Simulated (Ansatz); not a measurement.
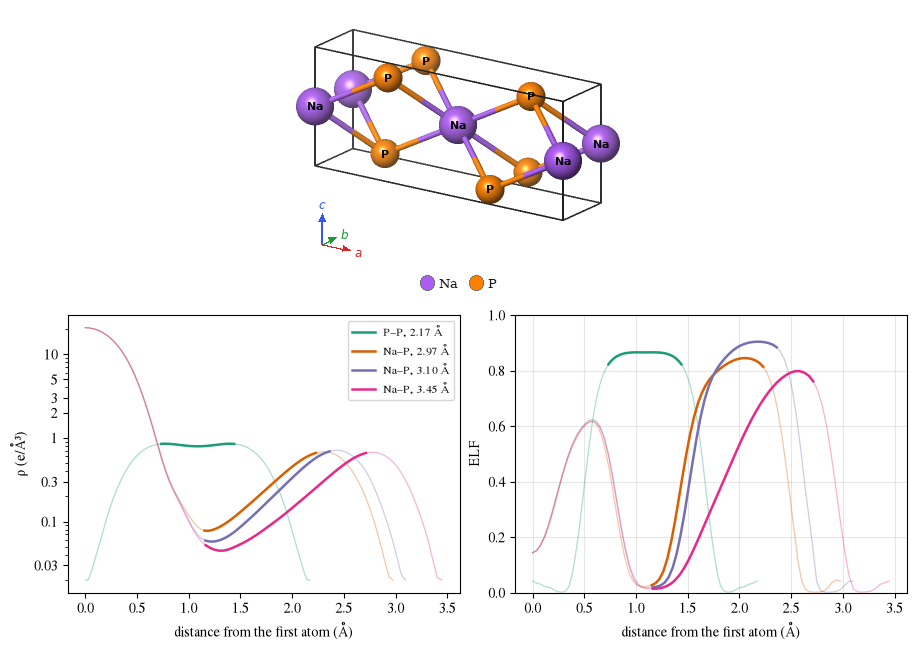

*NaP$_{2}$. Valence pseudo-density and ELF along straight lines between neighbouring atoms. Thin, pale parts lie inside the atomic spheres. The structure is drawn too.*

Space group C2/m; a structure generated by program, which may or may not match a known phase; computed without spin polarisation.

Method: DFT PBE, scalar-relativistic, plane waves, PAW (Ansatz).

The density is the valence pseudo-density of a PAW calculation; it isn't the true density close to the nuclei.

Question: Compare the contacts.

Answer: P–P (2.17 Å): the density is about 0.79 e/Å³ at the midpoint; the ELF peaks at about 0.85 between the atoms.
Na–P (2.97 Å): the density is about 0.13 e/Å³ at the midpoint, with its minimum of 0.08 e/Å³ about 1.2 Å from Na; the ELF peaks at about 0.85 in the valence shell of P, 0.9 Å from its nucleus, and is about 0.50 at the midpoint.
Na–P (3.10 Å): the density is about 0.1 e/Å³ at the midpoint, with its minimum of 0.06 e/Å³ about 1.2 Å from Na; the ELF peaks at about 0.90 in the valence shell of P, 0.9 Å from its nucleus, and is about 0.45 at the midpoint.
Na–P (3.45 Å): ρ at the midpoint is about 0.08 e/Å³, with its minimum of 0.04 e/Å³ about 1.3 Å from Na; the ELF peaks at about 0.80 in the valence shell of P, 0.9 Å from its nucleus, and is about 0.30 at the midpoint (no shared electron pair shows on this line).
